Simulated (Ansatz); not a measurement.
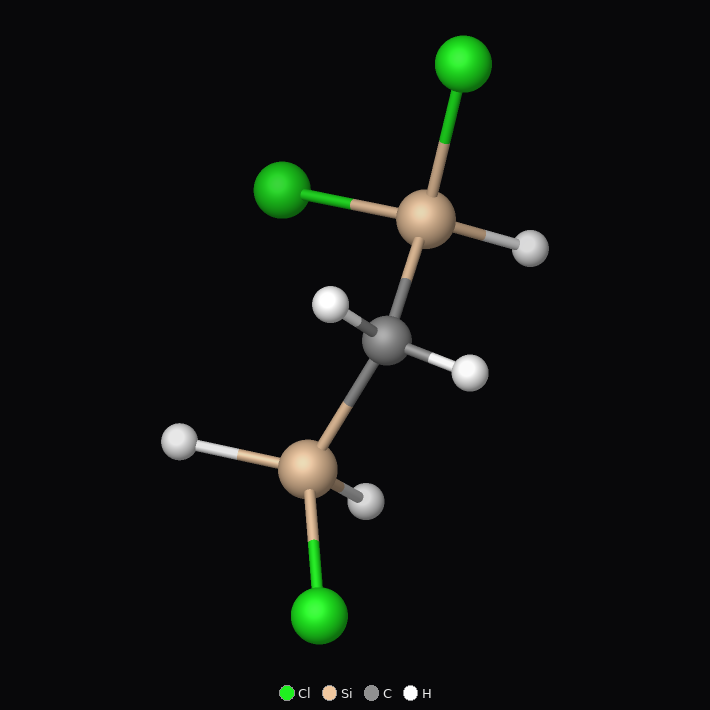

The computed structure is the end point of a PBE-D4/def2-SVP optimisation. No frequency run is at hand to confirm it as a minimum. Method: RKS PBE-D4/def2-SVP (Ansatz 0.2.0).

Predict the main results.

The species is CH₅Cl₃Si₂ (`Cl[SiH2]C[SiH](Cl)Cl`).
- dipole moment: 0.67 D
- dispersion correction: −37.5 kJ/mol
